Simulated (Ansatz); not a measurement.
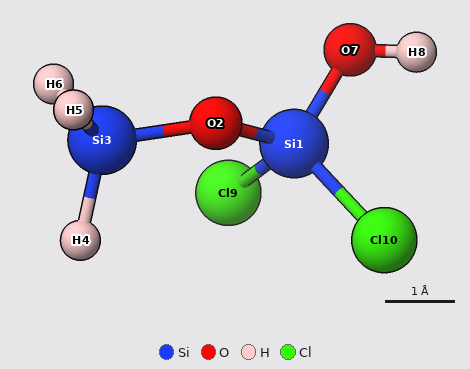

Fig. 1: The structure as given in the input (ball-and-stick view, seen at a tilt; atoms are numbered from 1 in the order of the input).

# Molecular dynamics of Si$_{2}$H$_{4}$Cl$_{2}$O$_{2}$ (part 1 of 5)

The run: molecular dynamics of Si$_{2}$H$_{4}$Cl$_{2}$O$_{2}$. Method and program: RKS LDA/def2-SVP (Ansatz 0.2.0).

It belongs to a series of runs on one base structure; here: dynamics from the start. Figures and captions count atoms from 1; the log counts them from 0 in places.

## The program's output
```
Engine: ansatz 0.2.0, aarch64-unknown-linux-gnu
Functional definition: SPW92
  exchange = slater_x
  correlation = pw_c
1300 factors; their error is unknown
mean field evaluation 1: about -44766.5406 eV, gradient 7.4e1 eV
mean field evaluation 2: about -44715.0061 eV, gradient 1.8e2 eV
mean field evaluation 4: about -44776.0091 eV, gradient 9.0e0 eV
mean field evaluation 8: about -44776.1952 eV, gradient 4.4e-2 eV
mean field evaluation 16: about -44776.0986 eV, gradient 1.9e-5 eV
mean field -44776.09861690 eV, -1645.4912738415 hartree, gradient 1.9e-5 eV, S^2 0.000000; 0 other end points of the search recorded, 0 dependent functions left out
the calculation of the forces begins
reference -44776.09865138 eV, -1645.4912751083 hartree; 41, 41 occupied and 79, 79 virtual orbitals, 1300 factors
md step     0: t =     0.00 fs  T =  3000.0 K  F+E_penalty+E_count = -44776.09861690 eV  E_kin = 3.102240 eV  conserved = -44772.99637693 eV  (27 SCF iters)
these checks for a lower state are left out or cut short: starts, cluster_reference, orbital_swaps, neighbouring_geometries, increment
1300 factors; their error is unknown
mean field -44775.88497286 eV, -1645.4834225678 hartree, gradient 7.3e-6 eV, S^2 0.000000; 0 other end points of the search recorded, 0 dependent functions left out
the calculation of the forces begins
reference -44775.88500783 eV, -1645.4834238528 hartree; 41, 41 occupied and 79, 79 virtual orbitals, 1300 factors
md step     1: t =     1.00 fs  T =  2809.1 K  F+E_penalty+E_count = -44775.88497286 eV  E_kin = 2.904876 eV  conserved = -44772.98009663 eV  (30 SCF iters)
[... from here on the SCF iterations and repeated set-up lines of each step are left out, up to the last step ...]
md step     2: t =     2.00 fs  T =  2408.1 K  F+E_penalty+E_count = -44775.45202058 eV  E_kin = 2.490152 eV  conserved = -44772.96186899 eV  (29 SCF iters)
md step     3: t =     3.00 fs  T =  2061.1 K  F+E_penalty+E_count = -44775.08420525 eV  E_kin = 2.131302 eV  conserved = -44772.95290290 eV  (29 SCF iters)
md step     4: t =     4.00 fs  T =  1910.2 K  F+E_penalty+E_count = -44774.92841255 eV  E_kin = 1.975299 eV  conserved = -44772.95311340 eV  (30 SCF iters)
md step     5: t =     5.00 fs  T =  1945.2 K  F+E_penalty+E_count = -44774.97623533 eV  E_kin = 2.011537 eV  conserved = -44772.96469860 eV  (30 SCF iters)
md step     6: t =     6.00 fs  T =  1991.8 K  F+E_penalty+E_count = -44775.04185241 eV  E_kin = 2.059634 eV  conserved = -44772.98221875 eV  (30 SCF iters)
md step     7: t =     7.00 fs  T =  1871.3 K  F+E_penalty+E_count = -44774.89839185 eV  E_kin = 1.935080 eV  conserved = -44772.96331165 eV  (29 SCF iters)
md step     8: t =     8.00 fs  T =  1793.9 K  F+E_penalty+E_count = -44774.79792182 eV  E_kin = 1.855053 eV  conserved = -44772.94286882 eV  (29 SCF iters)
md step     9: t =     9.00 fs  T =  1892.5 K  F+E_penalty+E_count = -44774.94019657 eV  E_kin = 1.956948 eV  conserved = -44772.98324829 eV  (29 SCF iters)
md step    10: t =    10.00 fs  T =  1830.1 K  F+E_penalty+E_count = -44774.87338872 eV  E_kin = 1.892461 eV  conserved = -44772.98092768 eV  (29 SCF iters)
md step    11: t =    11.00 fs  T =  1568.1 K  F+E_penalty+E_count = -44774.58602667 eV  E_kin = 1.621588 eV  conserved = -44772.96443873 eV  (28 SCF iters)
md step    12: t =    12.00 fs  T =  1332.5 K  F+E_penalty+E_count = -44774.32960502 eV  E_kin = 1.377929 eV  conserved = -44772.95167643 eV  (29 SCF iters)
md step    13: t =    13.00 fs  T =  1312.9 K  F+E_penalty+E_count = -44774.30670628 eV  E_kin = 1.357694 eV  conserved = -44772.94901255 eV  (29 SCF iters)
md step    14: t =    14.00 fs  T =  1536.4 K  F+E_penalty+E_count = -44774.55108137 eV  E_kin = 1.588782 eV  conserved = -44772.96229947 eV  (29 SCF iters)
md step    15: t =    15.00 fs  T =  1808.7 K  F+E_penalty+E_count = -44774.85524802 eV  E_kin = 1.870365 eV  conserved = -44772.98488307 eV  (28 SCF iters)
md step    16: t =    16.00 fs  T =  1823.0 K  F+E_penalty+E_count = -44774.88100451 eV  E_kin = 1.885179 eV  conserved = -44772.99582524 eV  (28 SCF iters)
md step    17: t =    17.00 fs  T =  1524.8 K  F+E_penalty+E_count = -44774.53111226 eV  E_kin = 1.576813 eV  conserved = -44772.95429932 eV  (28 SCF iters)
md step    18: t =    18.00 fs  T =  1355.4 K  F+E_penalty+E_count = -44774.35279767 eV  E_kin = 1.401617 eV  conserved = -44772.95118047 eV  (29 SCF iters)
md step    19: t =    19.00 fs  T =  1374.9 K  F+E_penalty+E_count = -44774.40336691 eV  E_kin = 1.421710 eV  conserved = -44772.98165732 eV  (29 SCF iters)
md step    20: t =    20.00 fs  T =  1262.2 K  F+E_penalty+E_count = -44774.27477803 eV  E_kin = 1.305224 eV  conserved = -44772.96955393 eV  (29 SCF iters)
md step    21: t =    21.00 fs  T =  1080.3 K  F+E_penalty+E_count = -44774.07359897 eV  E_kin = 1.117098 eV  conserved = -44772.95650098 eV  (29 SCF iters)
md step    22: t =    22.00 fs  T =  1007.7 K  F+E_penalty+E_count = -44773.99405821 eV  E_kin = 1.042058 eV  conserved = -44772.95200023 eV  (29 SCF iters)
md step    23: t =    23.00 fs  T =  1119.2 K  F+E_penalty+E_count = -44774.11134020 eV  E_kin = 1.157325 eV  conserved = -44772.95401552 eV  (29 SCF iters)
md step    24: t =    24.00 fs  T =  1378.0 K  F+E_penalty+E_count = -44774.38952668 eV  E_kin = 1.424981 eV  conserved = -44772.96454553 eV  (29 SCF iters)
md step    25: t =    25.00 fs  T =  1619.4 K  F+E_penalty+E_count = -44774.65853775 eV  E_kin = 1.674601 eV  conserved = -44772.98393676 eV  (29 SCF iters)
md step    26: t =    26.00 fs  T =  1623.5 K  F+E_penalty+E_count = -44774.65917948 eV  E_kin = 1.678797 eV  conserved = -44772.98038223 eV  (29 SCF iters)
md step    27: t =    27.00 fs  T =  1507.0 K  F+E_penalty+E_count = -44774.50229459 eV  E_kin = 1.558336 eV  conserved = -44772.94395841 eV  (29 SCF iters)
md step    28: t =    28.00 fs  T =  1566.1 K  F+E_penalty+E_count = -44774.59351783 eV  E_kin = 1.619451 eV  conserved = -44772.97406646 eV  (28 SCF iters)
md step    29: t =    29.00 fs  T =  1604.2 K  F+E_penalty+E_count = -44774.63529636 eV  E_kin = 1.658875 eV  conserved = -44772.97642115 eV  (30 SCF iters)
md step    30: t =    30.00 fs  T =  1525.9 K  F+E_penalty+E_count = -44774.54290927 eV  E_kin = 1.577870 eV  conserved = -44772.96503887 eV  (30 SCF iters)
md step    31: t =    31.00 fs  T =  1454.3 K  F+E_penalty+E_count = -44774.46667878 eV  E_kin = 1.503878 eV  conserved = -44772.96280080 eV  (28 SCF iters)
md step    32: t =    32.00 fs  T =  1441.9 K  F+E_penalty+E_count = -44774.45244670 eV  E_kin = 1.491013 eV  conserved = -44772.96143355 eV  (29 SCF iters)
md step    33: t =    33.00 fs  T =  1499.6 K  F+E_penalty+E_count = -44774.51286150 eV  E_kin = 1.550681 eV  conserved = -44772.96218049 eV  (29 SCF iters)
md step    34: t =    34.00 fs  T =  1588.0 K  F+E_penalty+E_count = -44774.61540671 eV  E_kin = 1.642071 eV  conserved = -44772.97333522 eV  (29 SCF iters)
md step    35: t =    35.00 fs  T =  1549.8 K  F+E_penalty+E_count = -44774.58756268 eV  E_kin = 1.602612 eV  conserved = -44772.98495110 eV  (30 SCF iters)
md step    36: t =    36.00 fs  T =  1338.4 K  F+E_penalty+E_count = -44774.33099938 eV  E_kin = 1.384015 eV  conserved = -44772.94698476 eV  (29 SCF iters)
md step    37: t =    37.00 fs  T =  1315.2 K  F+E_penalty+E_count = -44774.31331947 eV  E_kin = 1.360033 eV  conserved = -44772.95328670 eV  (29 SCF iters)
md step    38: t =    38.00 fs  T =  1435.6 K  F+E_penalty+E_count = -44774.47024623 eV  E_kin = 1.484558 eV  conserved = -44772.98568778 eV  (28 SCF iters)
md step    39: t =    39.00 fs  T =  1363.7 K  F+E_penalty+E_count = -44774.38023117 eV  E_kin = 1.410202 eV  conserved = -44772.97002869 eV  (29 SCF iters)
md step    40: t =    40.00 fs  T =  1213.2 K  F+E_penalty+E_count = -44774.21148985 eV  E_kin = 1.254507 eV  conserved = -44772.95698296 eV  (29 SCF iters)
md step    41: t =    41.00 fs  T =  1172.7 K  F+E_penalty+E_count = -44774.16793255 eV  E_kin = 1.212630 eV  conserved = -44772.95530256 eV  (28 SCF iters)
md step    42: t =    42.00 fs  T =  1283.2 K  F+E_penalty+E_count = -44774.28802454 eV  E_kin = 1.326952 eV  conserved = -44772.96107215 eV  (29 SCF iters)
md step    43: t =    43.00 fs  T =  1462.3 K  F+E_penalty+E_count = -44774.48548706 eV  E_kin = 1.512164 eV  conserved = -44772.97332341 eV  (29 SCF iters)
md step    44: t =    44.00 fs  T =  1538.5 K  F+E_penalty+E_count = -44774.57648068 eV  E_kin = 1.590982 eV  conserved = -44772.98549913 eV  (29 SCF iters)
md step    45: t =    45.00 fs  T =  1436.2 K  F+E_penalty+E_count = -44774.44159067 eV  E_kin = 1.485183 eV  conserved = -44772.95640761 eV  (29 SCF iters)
md step    46: t =    46.00 fs  T =  1500.9 K  F+E_penalty+E_count = -44774.49708704 eV  E_kin = 1.552093 eV  conserved = -44772.94499439 eV  (28 SCF iters)
md step    47: t =    47.00 fs  T =  1798.0 K  F+E_penalty+E_count = -44774.84972026 eV  E_kin = 1.859274 eV  conserved = -44772.99044582 eV  (29 SCF iters)
md step    48: t =    48.00 fs  T =  1878.0 K  F+E_penalty+E_count = -44774.92310572 eV  E_kin = 1.941960 eV  conserved = -44772.98114536 eV  (29 SCF iters)
md step    49: t =    49.00 fs  T =  1732.9 K  F+E_penalty+E_count = -44774.75477456 eV  E_kin = 1.791966 eV  conserved = -44772.96280894 eV  (29 SCF iters)
md step    50: t =    50.00 fs  T =  1594.2 K  F+E_penalty+E_count = -44774.60361188 eV  E_kin = 1.648519 eV  conserved = -44772.95509273 eV  (29 SCF iters)
md step    51: t =    51.00 fs  T =  1586.0 K  F+E_penalty+E_count = -44774.59566429 eV  E_kin = 1.640090 eV  conserved = -44772.95557384 eV  (29 SCF iters)
md step    52: t =    52.00 fs  T =  1701.9 K  F+E_penalty+E_count = -44774.72351950 eV  E_kin = 1.759941 eV  conserved = -44772.96357889 eV  (29 SCF iters)
md step    53: t =    53.00 fs  T =  1814.5 K  F+E_penalty+E_count = -44774.85668424 eV  E_kin = 1.876310 eV  conserved = -44772.98037422 eV  (29 SCF iters)
md step    54: t =    54.00 fs  T =  1738.2 K  F+E_penalty+E_count = -44774.77533698 eV  E_kin = 1.797441 eV  conserved = -44772.97789563 eV  (29 SCF iters)
md step    55: t =    55.00 fs  T =  1629.9 K  F+E_penalty+E_count = -44774.61915651 eV  E_kin = 1.685414 eV  conserved = -44772.93374208 eV  (28 SCF iters)
md step    56: t =    56.00 fs  T =  1852.5 K  F+E_penalty+E_count = -44774.89184220 eV  E_kin = 1.915597 eV  conserved = -44772.97624554 eV  (29 SCF iters)
md step    57: t =    57.00 fs  T =  2051.2 K  F+E_penalty+E_count = -44775.11182362 eV  E_kin = 2.121124 eV  conserved = -44772.99069936 eV  (29 SCF iters)
md step    58: t =    58.00 fs  T =  1953.7 K  F+E_penalty+E_count = -44774.99234440 eV  E_kin = 2.020274 eV  conserved = -44772.97207081 eV  (28 SCF iters)
md step    59: t =    59.00 fs  T =  1757.4 K  F+E_penalty+E_count = -44774.77484842 eV  E_kin = 1.817296 eV  conserved = -44772.95755239 eV  (29 SCF iters)
md step    60: t =    60.00 fs  T =  1682.8 K  F+E_penalty+E_count = -44774.69197214 eV  E_kin = 1.740135 eV  conserved = -44772.95183686 eV  (29 SCF iters)
md step    61: t =    61.00 fs  T =  1807.0 K  F+E_penalty+E_count = -44774.82927911 eV  E_kin = 1.868617 eV  conserved = -44772.96066259 eV  (29 SCF iters)
md step    62: t =    62.00 fs  T =  1994.1 K  F+E_penalty+E_count = -44775.04523291 eV  E_kin = 2.062109 eV  conserved = -44772.98312404 eV  (29 SCF iters)
md step    63: t =    63.00 fs  T =  1949.7 K  F+E_penalty+E_count = -44775.01090386 eV  E_kin = 2.016131 eV  conserved = -44772.99477287 eV  (29 SCF iters)
md step    64: t =    64.00 fs  T =  1643.6 K  F+E_penalty+E_count = -44774.64458004 eV  E_kin = 1.699578 eV  conserved = -44772.94500210 eV  (29 SCF iters)
md step    65: t =    65.00 fs  T =  1544.6 K  F+E_penalty+E_count = -44774.55757770 eV  E_kin = 1.597266 eV  conserved = -44772.96031125 eV  (28 SCF iters)
md step    66: t =    66.00 fs  T =  1563.5 K  F+E_penalty+E_count = -44774.60391995 eV  E_kin = 1.616751 eV  conserved = -44772.98716901 eV  (29 SCF iters)
md step    67: t =    67.00 fs  T =  1370.7 K  F+E_penalty+E_count = -44774.38524410 eV  E_kin = 1.417449 eV  conserved = -44772.96779548 eV  (29 SCF iters)
md step    68: t =    68.00 fs  T =  1128.2 K  F+E_penalty+E_count = -44774.12011279 eV  E_kin = 1.166604 eV  conserved = -44772.95350850 eV  (29 SCF iters)
md step    69: t =    69.00 fs  T =  1046.3 K  F+E_penalty+E_count = -44774.03140535 eV  E_kin = 1.081930 eV  conserved = -44772.94947502 eV  (28 SCF iters)
md step    70: t =    70.00 fs  T =  1191.6 K  F+E_penalty+E_count = -44774.18631147 eV  E_kin = 1.232213 eV  conserved = -44772.95409834 eV  (28 SCF iters)
md step    71: t =    71.00 fs  T =  1482.6 K  F+E_penalty+E_count = -44774.50404316 eV  E_kin = 1.533079 eV  conserved = -44772.97096384 eV  (29 SCF iters)
md step    72: t =    72.00 fs  T =  1678.8 K  F+E_penalty+E_count = -44774.72665522 eV  E_kin = 1.736034 eV  conserved = -44772.99062114 eV  (29 SCF iters)
md step    73: t =    73.00 fs  T =  1632.5 K  F+E_penalty+E_count = -44774.64620688 eV  E_kin = 1.688179 eV  conserved = -44772.95802757 eV  (29 SCF iters)
md step    74: t =    74.00 fs  T =  1690.3 K  F+E_penalty+E_count = -44774.70366386 eV  E_kin = 1.747939 eV  conserved = -44772.95572451 eV  (28 SCF iters)
md step    75: t =    75.00 fs  T =  1874.0 K  F+E_penalty+E_count = -44774.92855044 eV  E_kin = 1.937905 eV  conserved = -44772.99064576 eV  (29 SCF iters)
md step    76: t =    76.00 fs  T =  1832.9 K  F+E_penalty+E_count = -44774.86724542 eV  E_kin = 1.895372 eV  conserved = -44772.97187320 eV  (28 SCF iters)
md step    77: t =    77.00 fs  T =  1687.4 K  F+E_penalty+E_count = -44774.70343365 eV  E_kin = 1.744880 eV  conserved = -44772.95855344 eV  (28 SCF iters)
md step    78: t =    78.00 fs  T =  1625.0 K  F+E_penalty+E_count = -44774.63896510 eV  E_kin = 1.680389 eV  conserved = -44772.95857641 eV  (29 SCF iters)
md step    79: t =    79.00 fs  T =  1668.7 K  F+E_penalty+E_count = -44774.68719490 eV  E_kin = 1.725580 eV  conserved = -44772.96161503 eV  (29 SCF iters)
md step    80: t =    80.00 fs  T =  1760.8 K  F+E_penalty+E_count = -44774.79051612 eV  E_kin = 1.820839 eV  conserved = -44772.96967739 eV  (29 SCF iters)
md step    81: t =    81.00 fs  T =  1764.6 K  F+E_penalty+E_count = -44774.80975155 eV  E_kin = 1.824720 eV  conserved = -44772.98503121 eV  (29 SCF iters)
md step    82: t =    82.00 fs  T =  1538.9 K  F+E_penalty+E_count = -44774.56109058 eV  E_kin = 1.591381 eV  conserved = -44772.96970937 eV  (29 SCF iters)
md step    83: t =    83.00 fs  T =  1341.4 K  F+E_penalty+E_count = -44774.32431846 eV  E_kin = 1.387154 eV  conserved = -44772.93716398 eV  (29 SCF iters)
md step    84: t =    84.00 fs  T =  1416.5 K  F+E_penalty+E_count = -44774.44656113 eV  E_kin = 1.464739 eV  conserved = -44772.98182236 eV  (29 SCF iters)
md step    85: t =    85.00 fs  T =  1391.5 K  F+E_penalty+E_count = -44774.41822982 eV  E_kin = 1.438896 eV  conserved = -44772.97933431 eV  (30 SCF iters)
md step    86: t =    86.00 fs  T =  1191.8 K  F+E_penalty+E_count = -44774.19237125 eV  E_kin = 1.232426 eV  conserved = -44772.95994562 eV  (29 SCF iters)
md step    87: t =    87.00 fs  T =  1051.9 K  F+E_penalty+E_count = -44774.03968902 eV  E_kin = 1.087724 eV  conserved = -44772.95196529 eV  (28 SCF iters)
md step    88: t =    88.00 fs  T =  1103.1 K  F+E_penalty+E_count = -44774.09458416 eV  E_kin = 1.140704 eV  conserved = -44772.95388033 eV  (28 SCF iters)
md step    89: t =    89.00 fs  T =  1323.6 K  F+E_penalty+E_count = -44774.33272783 eV  E_kin = 1.368667 eV  conserved = -44772.96406069 eV  (28 SCF iters)
md step    90: t =    90.00 fs  T =  1560.6 K  F+E_penalty+E_count = -44774.59570729 eV  E_kin = 1.613821 eV  conserved = -44772.98188591 eV  (28 SCF iters)
md step    91: t =    91.00 fs  T =  1597.0 K  F+E_penalty+E_count = -44774.63540067 eV  E_kin = 1.651385 eV  conserved = -44772.98401579 eV  (30 SCF iters)
md step    92: t =    92.00 fs  T =  1513.8 K  F+E_penalty+E_count = -44774.50176469 eV  E_kin = 1.565433 eV  conserved = -44772.93633194 eV  (29 SCF iters)
md step    93: t =    93.00 fs  T =  1711.3 K  F+E_penalty+E_count = -44774.73802090 eV  E_kin = 1.769593 eV  conserved = -44772.96842785 eV  (28 SCF iters)
md step    94: t =    94.00 fs  T =  1942.7 K  F+E_penalty+E_count = -44775.00099005 eV  E_kin = 2.008931 eV  conserved = -44772.99205888 eV  (29 SCF iters)
md step    95: t =    95.00 fs  T =  1886.0 K  F+E_penalty+E_count = -44774.92343125 eV  E_kin = 1.950322 eV  conserved = -44772.97310887 eV  (29 SCF iters)
md step    96: t =    96.00 fs  T =  1711.4 K  F+E_penalty+E_count = -44774.72932235 eV  E_kin = 1.769744 eV  conserved = -44772.95957864 eV  (28 SCF iters)
md step    97: t =    97.00 fs  T =  1615.9 K  F+E_penalty+E_count = -44774.62713866 eV  E_kin = 1.670962 eV  conserved = -44772.95617694 eV  (28 SCF iters)
md step    98: t =    98.00 fs  T =  1655.0 K  F+E_penalty+E_count = -44774.67190478 eV  E_kin = 1.711360 eV  conserved = -44772.96054469 eV  (28 SCF iters)
md step    99: t =    99.00 fs  T =  1751.2 K  F+E_penalty+E_count = -44774.78568073 eV  E_kin = 1.810879 eV  conserved = -44772.97480209 eV  (28 SCF iters)
md step   100: t =   100.00 fs  T =  1709.5 K  F+E_penalty+E_count = -44774.75317309 eV  E_kin = 1.767787 eV  conserved = -44772.98538632 eV  (28 SCF iters)
md step   101: t =   101.00 fs  T =  1497.3 K  F+E_penalty+E_count = -44774.49307832 eV  E_kin = 1.548369 eV  conserved = -44772.94470952 eV  (28 SCF iters)
md step   102: t =   102.00 fs  T =  1503.5 K  F+E_penalty+E_count = -44774.50815104 eV  E_kin = 1.554732 eV  conserved = -44772.95341875 eV  (28 SCF iters)
md step   103: t =   103.00 fs  T =  1671.2 K  F+E_penalty+E_count = -44774.71375008 eV  E_kin = 1.728110 eV  conserved = -44772.98564030 eV  (28 SCF iters)
md step   104: t =   104.00 fs  T =  1643.8 K  F+E_penalty+E_count = -44774.67310585 eV  E_kin = 1.699845 eV  conserved = -44772.97326093 eV  (28 SCF iters)
md step   105: t =   105.00 fs  T =  1491.5 K  F+E_penalty+E_count = -44774.50487787 eV  E_kin = 1.542345 eV  conserved = -44772.96253295 eV  (29 SCF iters)
md step   106: t =   106.00 fs  T =  1378.0 K  F+E_penalty+E_count = -44774.38236526 eV  E_kin = 1.424935 eV  conserved = -44772.95743022 eV  (29 SCF iters)
md step   107: t =   107.00 fs  T =  1396.5 K  F+E_penalty+E_count = -44774.39910644 eV  E_kin = 1.444102 eV  conserved = -44772.95500415 eV  (29 SCF iters)
md step   108: t =   108.00 fs  T =  1570.2 K  F+E_penalty+E_count = -44774.58658356 eV  E_kin = 1.623697 eV  conserved = -44772.96288616 eV  (29 SCF iters)
md step   109: t =   109.00 fs  T =  1773.9 K  F+E_penalty+E_count = -44774.81720238 eV  E_kin = 1.834353 eV  conserved = -44772.98284952 eV  (29 SCF iters)
```
